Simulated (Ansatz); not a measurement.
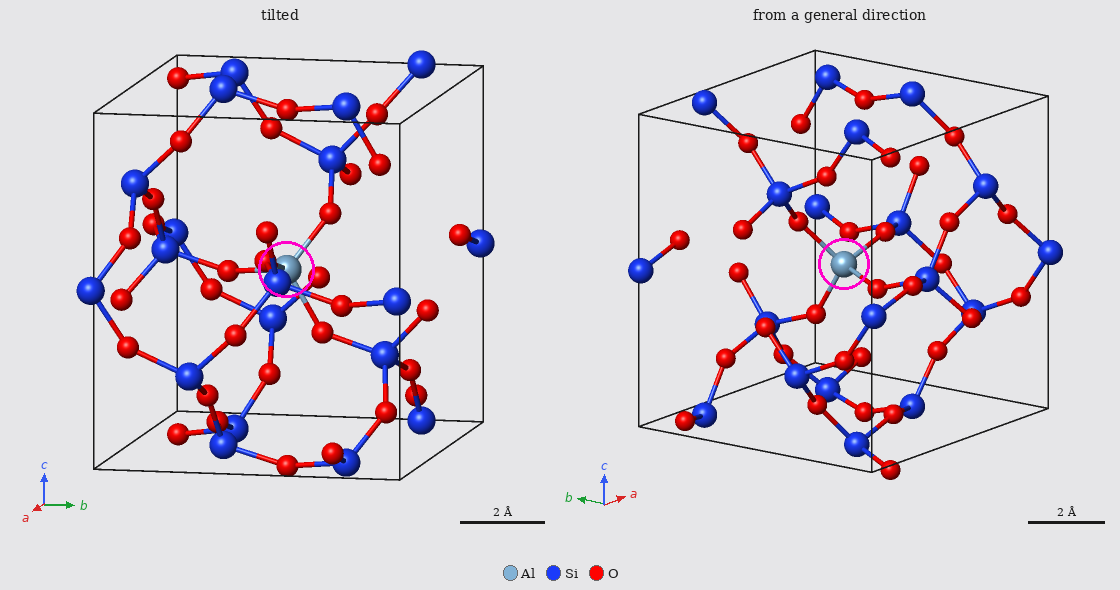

View slightly off an axis and from a general direction, drawn as a ball-and-stick model. The parallelepiped is the supercell. The host is SiO$_{2}$, in a cell of 36 sites, and the cell carries a charge of -1. A ring marks the defect's site.

### Which defect is modelled here, and what are its neighbours?

Aluminium on a silicon site (a substitutional impurity). It is bonded to four O in a tetrahedral arrangement at about 1.7 Å.

The atoms were relaxed in the host's cell with Ansatz 0.2.0, DFT PBE, scalar-relativistic, plane waves, PAW.
